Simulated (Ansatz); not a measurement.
# GeH4 (singlet): the correlation ladder at distance Ge1–H2 = 2.149 Å, cc-pVTZ

Aim: climb from Hartree-Fock through coupled cluster and multireference methods for GeH4 (singlet) at one geometry and basis, and see what each rung misses.

Program: Ansatz 0.2.0, Gaussian basis. Level of theory: cc-pVTZ, core rule «outside noble gas», up to 14 orbitals frozen. These are calculated values, not measurements.

The runs, in order: UHF; CCSD(T) on RHF; BCCD(T) on RHF; CCSDT(Q) on RHF; CASSCF and MRCISD+Q, 2 electrons in 2 orbitals; CASSCF and NEVPT2, 2 electrons in 2 orbitals; CASSCF and MRCISD+Q, 8 electrons in 8 orbitals; CASSCF and NEVPT2, 8 electrons in 8 orbitals.

## 1. The system

The geometry derives from a PBE0/def2-TZVP stationary point (not a proven minimum). One bond is set to the value named and the two fragments are kept rigid. No spin-orbit coupling is included. The filled d shell of Ge may be among the frozen orbitals whatever the setting's name suggests.

5 atoms, charge 0, spin multiplicity 1.

Atoms are counted from 1 here; the program's logs count them from 0.

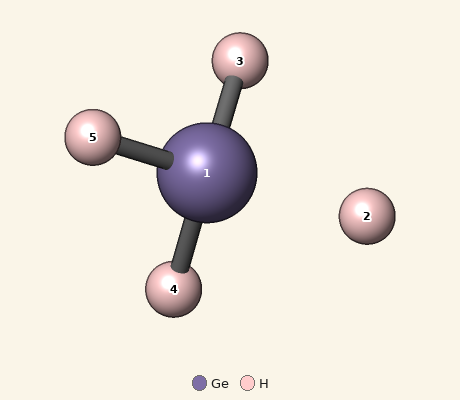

The structure; germanium purple, hydrogen pink; atoms are numbered from 1 in the order of the file.

## 2. UHF

The input, in.yaml:

```yaml
crystal:
  periodic: [false, false, false]
  atoms:
    - {symbol: Ge, position_ang: [-0.004657, -0.004672, -0.004666]}
    - {symbol: H, position_ang: [1.233922, 1.237932, 1.236325]}
    - {symbol: H, position_ang: [-0.892543, -0.888693, 0.880995]}
    - {symbol: H, position_ang: [-0.888482, 0.879841, -0.893890]}
    - {symbol: H, position_ang: [0.882729, -0.892364, -0.887150]}
basis:
  gaussian: {orbitals: cc-pVTZ}
magnetization: {spin_polarized: true, initial_magnetization: 0}
hamiltonian: {xc: hf}
output: {orbitals: {seedname: orbitals}}
```

The run is started by

```
$ ansatz run in.yaml --threads 1 --pin off --events-out ev --progress --plain --max-ram 2816MiB --backend cpu
```

Further steps of the session: CCSD(T) on RHF; BCCD(T) on RHF; CCSDT(Q) on RHF; CASSCF and MRCISD+Q, 2 electrons in 2 orbitals; CASSCF and NEVPT2, 2 electrons in 2 orbitals; CASSCF and MRCISD+Q, 8 electrons in 8 orbitals; CASSCF and NEVPT2, 8 electrons in 8 orbitals.

Before running them: what should the planned runs give, taken together? Wanted: RCCSDT(Q) from the RHF energy; RMP2 from RCCSDT(Q); RCCSD from RCCSDT(Q); RCCSD(T) from RCCSDT(Q); NEVPT2 pair from RCCSDT(Q); MRCISD+Q pair from RCCSDT(Q); NEVPT2 valence from RCCSDT(Q); T1 diagnostic; effectively unpaired electrons.

As calculated:

| quantity | value |
| --- | --- |
| RCCSDT(Q) from the RHF energy | -4.8739 eV |
| RMP2 from RCCSDT(Q) | +1046.2 meV |
| RCCSD from RCCSDT(Q) | +150.8 meV |
| RCCSD(T) from RCCSDT(Q) | +28.1 meV |
| NEVPT2 pair from RCCSDT(Q) | +872.9 meV |
| MRCISD+Q pair from RCCSDT(Q) | +2.5 meV |
| NEVPT2 valence from RCCSDT(Q) | +839.7 meV |
| levels within 1 kcal/mol (43 meV) | RCCSD(T), BCCD(T), RCCSDT, MRCISD+Q pair, MRCISD+Q valence |
| T1 diagnostic | 0.015 |
| effectively unpaired electrons | 0.07 |

What this shows: RCCSD(T) lands +28.1 meV from the yardstick (0.6 % of the correlation energy). One determinant dominates. Of the multireference levels listed MRCISD+Q pair comes nearest in total energy (+2.5 meV), which doesn't show that its space is the better one. These misses are within one basis, not against nature.
